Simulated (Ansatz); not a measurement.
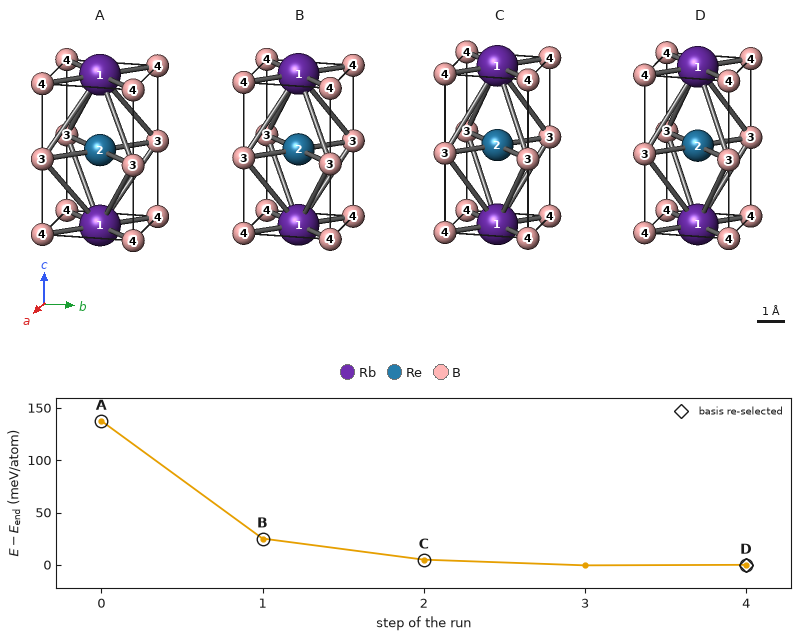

Frames of a relaxation of crystalline RbReB2 (a generated structure, set up in Cmmm) (coarse preliminary run), marked on the history of the run. The picture is a ball-and-stick view of the cell of the calculation, seen slightly off an axis.

Theory: DFT PBE, scalar-relativistic, plane waves, PAW (Ansatz 0.2.0). Set-up: plane-wave cutoff 420 eV; k-point mesh 6 × 6 × 4; occupations gaussian; smearing width 0.1 eV; no spin polarisation; cell and atoms relaxed; force threshold 0.04 eV/Å; at most 70 steps.

Question: Describe the path.

Answer: Over 3 accepted moves (4 points after the start) the energy falls by 138 meV per atom. All forces vanish by symmetry, so only the cell relaxes. Pressure: −9.10 GPa at the start and 0.02 GPa at the end. The SCF was repeated once at an unchanged geometry on a basis and grid sized afresh for the cell, which shifted the energy by 0.5 meV per atom at most. The atoms keep their places relative to the cell (all moves are under 0.005 Å). The drawn cell changes as follows: a = b 3.560 → 3.302 Å (−7.3 %), c 5.941 → 6.212 Å (+4.6 %), γ 90.7° → 90.1°; the volume changes by −10.1 %. Near-neighbour distances that change, for instance: Rb1–Rb1 3.560 → 3.302 Å, Rb1–B4 2.532 → 2.336 Å, Re2–B3 2.532 → 2.336 Å, Re2–B3 (another image) 2.503 → 2.334 Å. The space group (tolerance 0.01 Å) goes from Cmmm (No. 65) to P4/mmm (No. 123). Cost: 27 s on 1 thread of Arm Neoverse N1, with other jobs on the host, peak memory 0.36 GiB. From step 0 to 1: volume −9.0 %, energy −112 meV per atom. From step 1 to 2: volume −3.3 %, energy −20.2 meV per atom. From step 2 to 4: volume +2.2 %, energy −5.0 meV per atom.

| step | E − E(0), meV/atom | pressure, GPa | volume, Å³/atom | note |
| --- | --- | --- | --- | --- |
| 0 | 0.00 | -9.10 | 18.827 |  |
| 1 | -112.47 | -3.28 | 17.133 |  |
| 2 | -132.66 | 2.66 | 16.573 |  |
| 3 | -138.11 | 0.04 | 16.935 |  |
| 4 | -137.62 | 0.02 | 16.935 | same geometry, new basis |
